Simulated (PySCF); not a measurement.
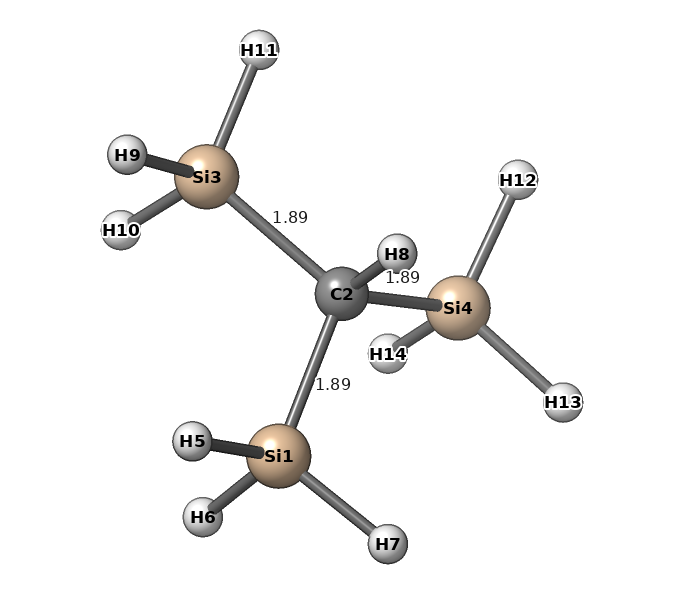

Bond lengths are marked in Å; every bond is drawn as one stick. The computed structure is the end point of a PBE0-D3(BJ)/def2-SVP optimisation. No frequency run is at hand to confirm it as a minimum.

Q: Assign a bond order to each marked bond.

A: Si1–C2 single; C2–Si3 single; C2–Si4 single.

Q: Write the SMILES.

A: [SiH3]C([SiH3])[SiH3]
